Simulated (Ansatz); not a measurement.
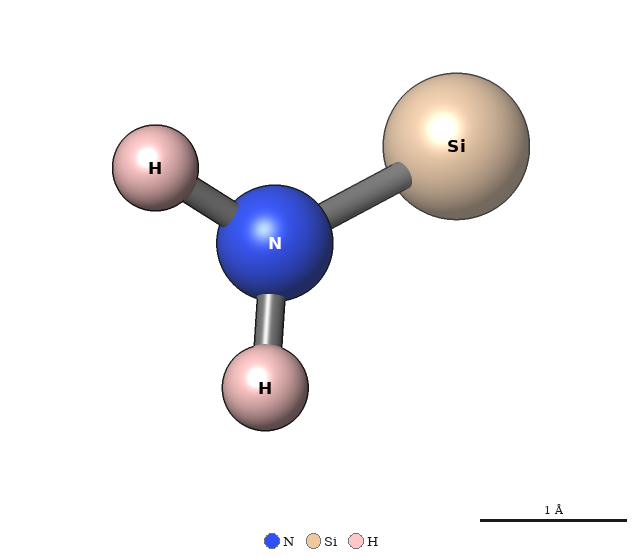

Distant atoms are faded towards the background colour. The species has charge +1 and is a spin singlet. The computed structure is the end point of a PBE-D4/def2-SVP optimisation. No frequency run is at hand to confirm it as a minimum. Masses are those of the most abundant isotopes; constants are for the rigid equilibrium geometry.

### Classify the rotor and give the rotational constants (MHz).

An asymmetric top (C2v): A = 349785, B = 15790, C = 15108 MHz. Ray's parameter κ is −1.00, close to the prolate limit.
